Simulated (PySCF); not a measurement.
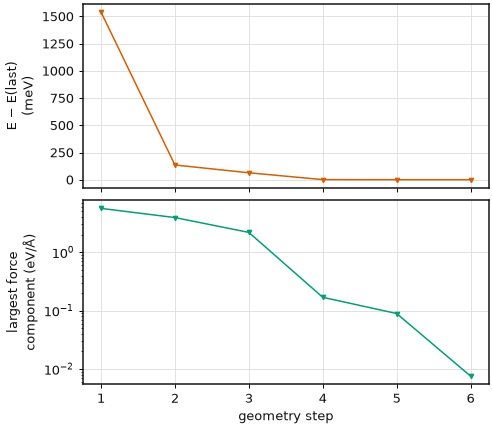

History of a geometry optimisation. The run: SOF4 (SMILES O=[S@TB13](F)(F)(F)F), by RKS-based PBE0, S def2-TZVP, O def2-TZVP, F def2-TZVP; non-relativistic Hamiltonian; density fitting (PySCF). The start has point group C2v, which is kept. A held symmetry can leave a saddle point.

The optimisation met its thresholds at geometry 6, counting the start as the first. The energy fell by about 1500 meV from the first step to the last. The largest force component goes from about 5.7 eV/Å at the start to 8 × 10⁻³ eV/Å at the end.
